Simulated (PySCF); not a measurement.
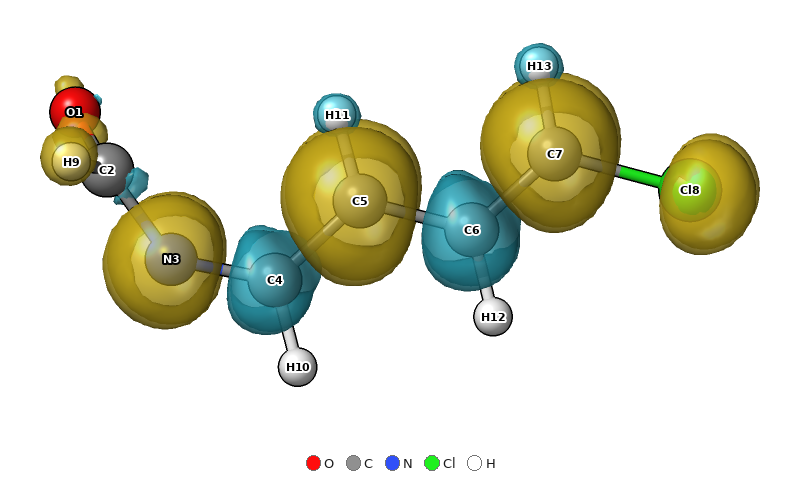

*C5H5ClNO (doublet). Isosurfaces of the spin density (α minus β) at +0.015 (yellow) and −0.015 e/Å³ (cyan), seen across its widest extent.*

Geometry: GFN2-xTB.

All numbers below come from UKS B3LYP, pcH-1 on C Cl H N O, non-relativistic, mean-field spin-orbit, GIAO in PySCF.

```xyz
13

O     3.2146   -0.5541    1.3775
C     2.8441   -0.0565    0.3455
N     2.0275   -0.5445   -0.5851
C     0.7670   -0.5625   -0.8088
C    -0.2203    0.0218    0.0069
C    -1.5808   -0.0448   -0.2965
C    -2.5448    0.5065    0.4900
Cl   -4.1947    0.4132    0.1107
H     3.3198    0.8802   -0.0447
H     0.4552   -1.0645   -1.7205
H     0.1002    0.5327    0.9044
H    -1.8769   -0.5626   -1.1994
H    -2.3153    1.0355    1.4023
```

### Which atoms carry the spin?

The unpaired spin (1 electron) lies mostly on C5 (about 0.3), C7 (about 0.3), N3 (about 0.2) and Cl8 (about 0.1), in electrons by Hirshfeld's partition.
